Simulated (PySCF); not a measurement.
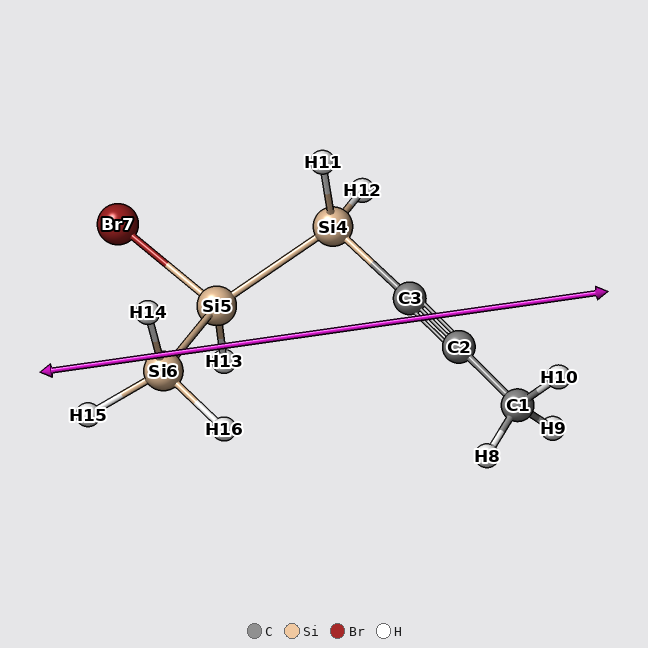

The double arrow shows the direction of the transition dipole to excited singlet state 5 (its length means nothing). The computed structure is the end point of a GFN2-xTB optimisation. No frequency run is at hand to confirm it as a minimum. Properties computed with TDDFT CAM-B3LYP/def2-SVPD, vertical, gas phase, core orbitals frozen in the response (PySCF 2.14.0).

**Where does the transition lie, and how strong is it?**

6.18 eV (201 nm), oscillator strength 0.020, of mixed character, with the largest part HOMO−3 → LUMO (weight 0.19); transition dipole 0.93 D.

The geometry is semi-empirical. Around Br, Si such bond lengths and angles can be off by a tenth of an ångström or more and by several degrees, and values that hang on the shape move with them.
